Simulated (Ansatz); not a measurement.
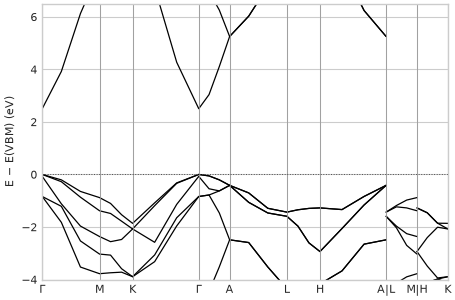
Figure: Band structure from DFT-HSE06 in the program Ansatz with PAW potentials

Q: Read off the gap and where the band edges lie.

A: About 2.5 eV (2.50 eV among the points solved); maximum at Γ, minimum at Γ.

The material is ZnO (wurtzite, P6_3mc).

The cell was relaxed with HSE06 under the symmetry of its start. The hybrid was solved on a coarse mesh, the path and, where they were found, the r²SCAN edge points; its band edges are the extreme levels among these.

Potentials: the earlier of the program's two PAW sets.
